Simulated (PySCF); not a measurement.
H6LaNO3 (charge −1)

```yaml
atoms:
  - { symbol: La, position_ang: [0.2614, -0.3389, 0.3757] }
  - { symbol: O, position_ang: [1.3283, 1.5560, 1.3524] }
  - { symbol: H, position_ang: [1.7783, 2.3017, 1.7562] }
  - { symbol: O, position_ang: [-1.6614, -1.2873, 1.4179] }
  - { symbol: H, position_ang: [-2.4097, -1.6923, 1.8630] }
  - { symbol: O, position_ang: [1.2677, -1.4104, -1.5029] }
  - { symbol: H, position_ang: [1.7114, -1.8492, -2.2331] }
  - { symbol: N, position_ang: [-1.3287, 1.3627, -1.3268] }
  - { symbol: H, position_ang: [-1.9006, 1.9921, -0.7686] }
  - { symbol: H, position_ang: [-0.7168, 1.9239, -1.9147] }
  - { symbol: H, position_ang: [-1.9430, 0.8207, -1.9296] }
```

Core potentials replace the inner electrons of La.

Computed with RKS PBE0, La lcecp-0-SVP with ECP47, O def2-SVP, H def2-SVP, N def2-SVP; non-relativistic Hamiltonian with scalar-relativistic core potentials where named; density fitting (PySCF).

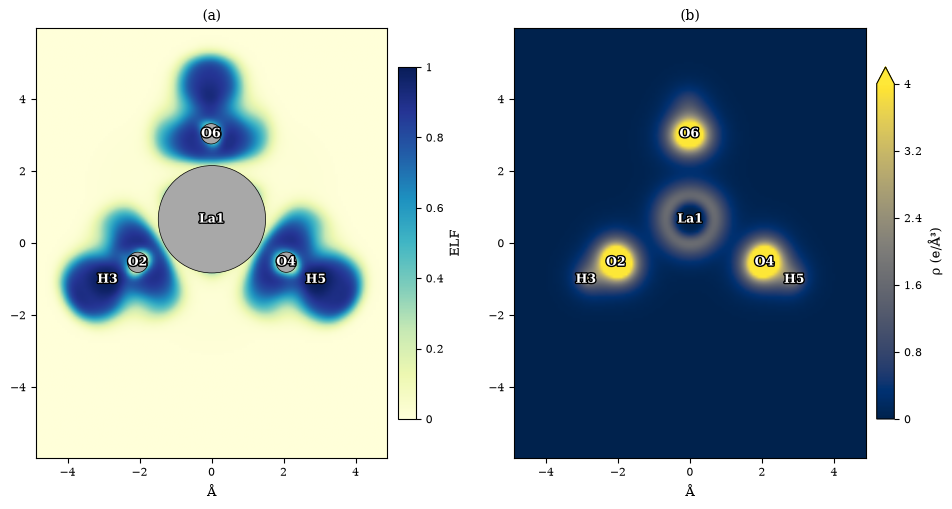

Figure 1. (a) electron localisation function; (b) electron density on the plane of atoms O2, La1 and O4. Grey discs cover the atomic cores in the ELF map.

### Describe what can be read from this map.

The section cuts through La, O and H sites. La–O (2.38 Å): ρ is about 0.4 e/Å³ halfway, with its minimum of 0.34 e/Å³ about 1.3 Å from La; the ELF is about 0.20 at the midpoint; an ionic contact with no shared pair. O–H (0.96 Å): the density is about 3.6 e/Å³ at the midpoint; the ELF climbs to about 1 towards the hydrogen, as it does in any bond to H (an ordinary covalent bond to hydrogen).

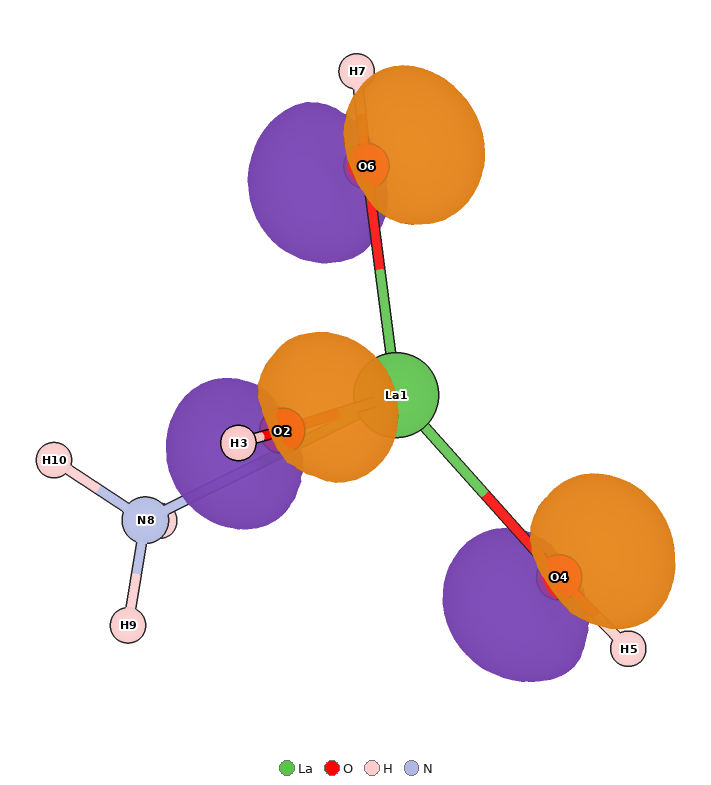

Figure 2. The HOMO−1 at ±0.15 Å⁻³ᐟ² (orange and purple are the two phases), seen across its widest extent.

### What is the character of this orbital?

Its weight (Hirshfeld) is mainly on O4 (about 30 %), O6 (about 30 %) and O2 (about 25 %); largely a combination of lone pairs on O4, O6 and O2. Its energy is −1.44 eV.
